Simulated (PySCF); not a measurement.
SMILES c1c[se]c(Oc2ccsc2)c1 (C8H6OSSe) at its GFN2-xTB optimised geometry (Å):

```
17

C      0.9896    -2.9511    -1.1432
C      0.3176    -2.5028    -2.2288
Se     0.1678    -0.6471    -2.2611
C      1.0923    -0.6816    -0.6095
O      1.4961     0.4306     0.0435
C      0.6979     1.5405     0.0000
C     -0.7248     1.5405     0.0000
C     -1.2306     2.7978    -0.0010
S     -0.0012     3.9966     0.0079
C      1.2253     2.7984     0.0000
C      1.4225    -1.9475    -0.2409
H      1.1726    -3.9966    -0.9616
H     -0.1004    -3.0941    -3.0226
H     -1.3242     0.6471     0.0253
H     -2.2596     3.0956     0.0040
H      2.2596     3.0736     0.0123
H      1.9608    -2.1590     0.6660
```

Calculation: CAM-B3LYP/def2-SVP (PySCF).

Map of the electrostatic potential (hartree/e), clipped to [-0.08, 0.12] on the plane z = 0.8 Å:

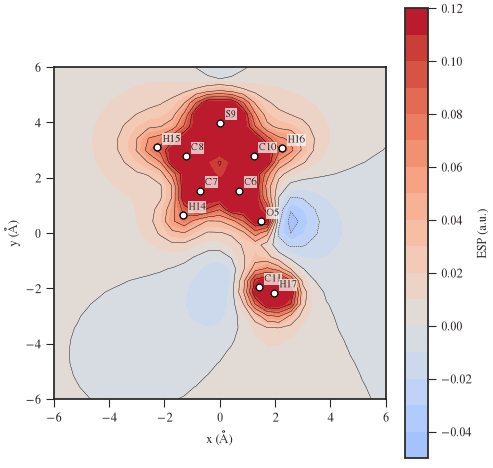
Fig. 1. Electrostatic potential (hartree/e), clipped to [-0.08, 0.12] on the plane z = 0.8 Å.
